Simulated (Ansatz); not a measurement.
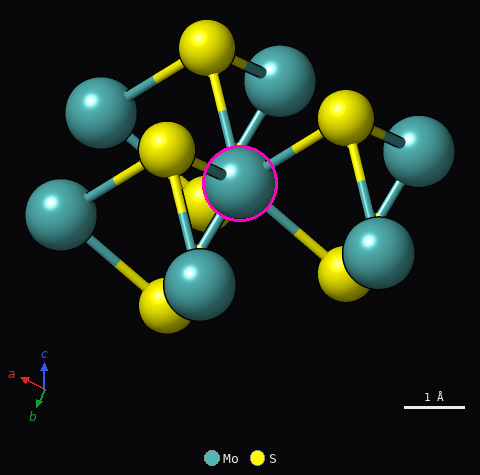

Perfect MoS2. A ball-and-stick model of the atoms within 3.3 Å of one point, seen from a free direction.

Theory: DFT, PBE, plane-wave PAW, default files, scalar-relativistic, frozen cores (Ansatz). (plane-wave cutoff 420 eV; k-point mesh 3 × 3 × 2; occupations fermi dirac; smearing width 0.01 eV; no spin polarisation) A uniform background neutralises the charged cell. The axes drawn are those of the host's conventional cell.

A molybdenum atom is replaced by vanadium at the ringed place, in charge state −1. The supercell has 54 sites, and the atoms are relaxed at the host's cell.

Question: Predict the relaxed surroundings of the defect.

Answer: In the host the Mo atom has 6 S at 2.40 Å; the V atom ends with 6 S at 2.35 Å. Of the host's atoms, a sulfur atom moves furthest from its site, by 0.05 Å. Relaxing the atoms from the host's sites lowers the energy by 0.11 eV.

The relaxed defect, seen from the same direction:

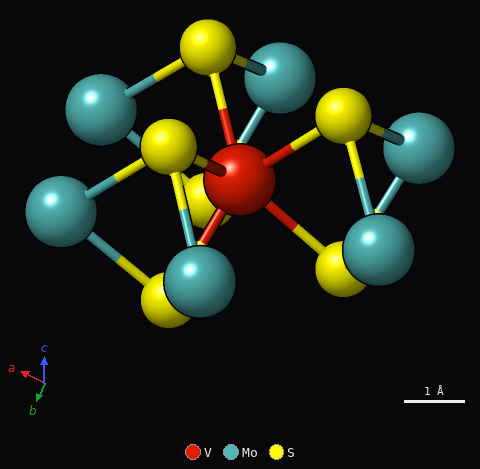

Limits of the set-up: the cell is charged, on a uniform background, and energies carry no finite-size correction.
